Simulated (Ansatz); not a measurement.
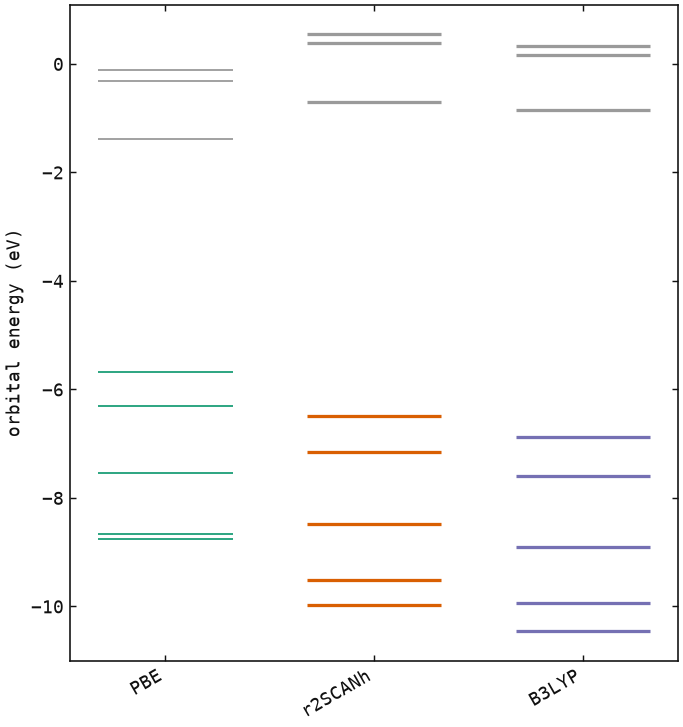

Frontier orbital energies of CH₄FNOZn, SMILES [NH2][Zn][O]CF, singlet at one geometry, def2-TZVPP, the Ansatz code, at a PBE0-D4/def2-TZVP geometry (a minimum by its frequencies). Empty levels are grey, levels within 0.1 eV stand side by side; all columns show the same few orbitals around the gap.

Compare the HOMO-LUMO separations.

Answer. The separation grows from 4.31 eV (PBE) to 6.02 eV (B3LYP).

| level | HOMO (eV) | LUMO (eV) | separation (eV) |
| --- | --- | --- | --- |
| PBE | −5.69 | −1.38 | 4.31 |
| r2SCANh | −6.49 | −0.71 | 5.79 |
| B3LYP | −6.87 | −0.85 | 6.02 |

Limits of at least one run: empty levels above zero depend strongly on the basis; no scalar relativity up to krypton; one conformer of a flexible molecule.
